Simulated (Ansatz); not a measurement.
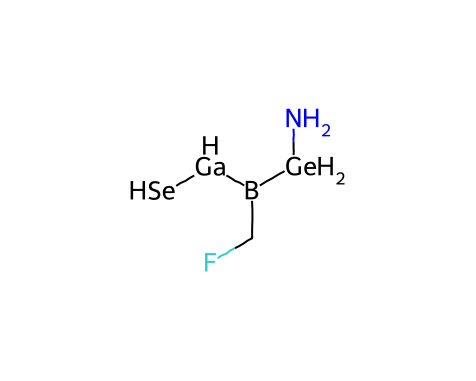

Simulated data, not a measurement (program: Ansatz).

2D structure.

> Give its SMILES.

[NH2][GeH2][B](CF)[GaH][SeH]

> Give the formula, hydrogens included.

CH8BFGaGeNSe.

> An optimisation with PBE0-D4/def2-TZVP gave a structure of which point group?

C1. Other conformers may differ.
